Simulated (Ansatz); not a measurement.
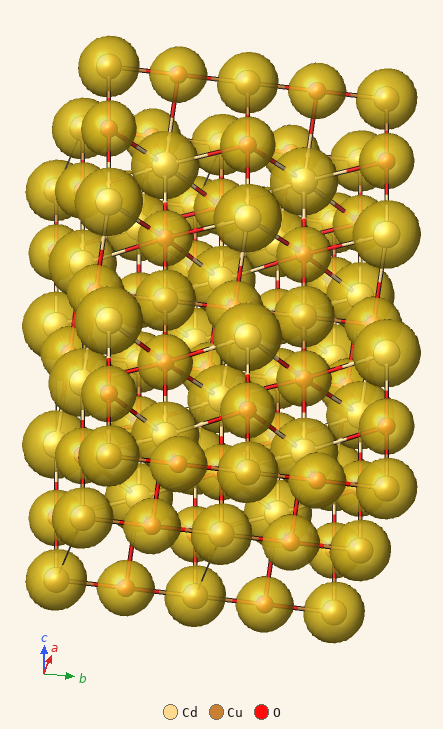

The picture shows: Cd2CuO3. Isosurface of the valence charge density (pseudo) at 1 e/Å³ (yellow), seen at an oblique angle. Sticks mark near contacts.

Space group Immm; a generated structure, not necessarily the stable one; computed without spin polarisation.

These are results of DFT PBE, scalar-relativistic, plane waves, PAW (Ansatz), not measurements.

### How is the density connected at this value?

At this value the density breaks into separate islands; it holds about 80 % of the electrons treated as valence (semicore included). It bridges none of the near contacts. It is pinched off along the shortest Cu–O (1.90 Å), Cd–O (2.30 Å), Cu–O (1.96 Å) and Cd–O (2.47 Å) contacts. On the grid the lowest density along these lines, outside the cores, is 0.71 e/Å³ (Cu–O, 1.90 Å), 0.37 e/Å³ (Cd–O, 2.30 Å), 0.62 e/Å³ (Cu–O, 1.96 Å) and 0.27 e/Å³ (Cd–O, 2.47 Å).
